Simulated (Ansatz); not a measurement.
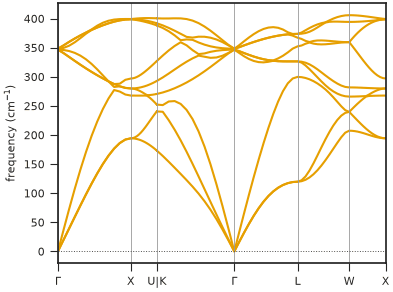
*Phonon dispersion of CoSi₂ (fluorite or antifluorite type, Fm-3m), LDA (plane waves, PAW; program Ansatz); imaginary frequencies are drawn negative*

### Question
Is this phase dynamically stable?

### Answer
Yes, on this path no branch is imaginary.

### Question
How high does the spectrum reach?

### Answer
About 410 cm⁻¹ (12.2 THz).

Symmetry was held in the LDA relaxation. No spin polarisation was allowed. As this level gives no gap, phonon frequencies hold no LO–TO term and depend on the k-mesh and smearing (Fermi–Dirac, 0.1 eV here).

Potentials: the later of the program's two PAW sets.
